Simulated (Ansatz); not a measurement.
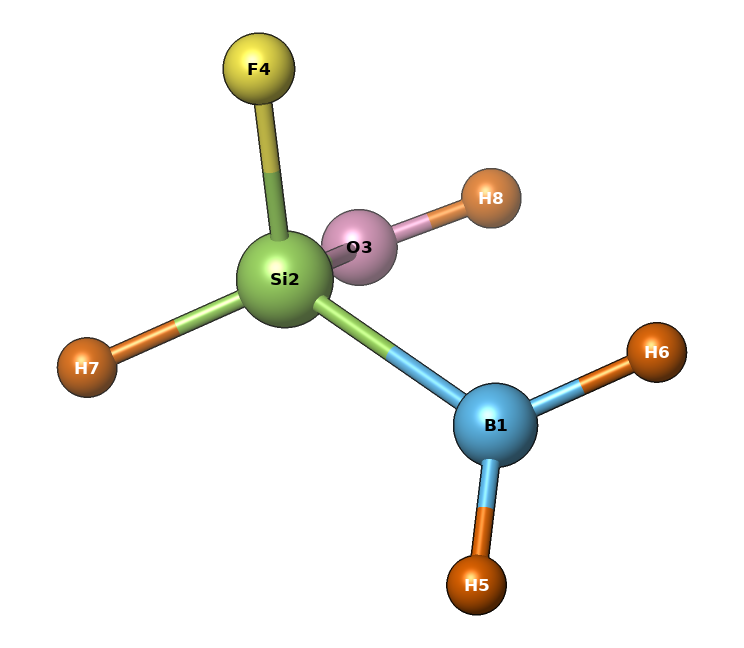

O3 lies behind Si2. The molecule seen a little off the Si2–O3 bond, Si2 in front. Distant atoms are faded towards the background colour. Computed geometry: PBE-D4/def2-SVP optimisation. No frequency run is at hand to confirm it as a minimum.

### What is the torsion angle F4–Si2–O3–H8? The sign is positive where the front bond must turn clockwise to cover the back bond.

69°, synclinal (gauche).
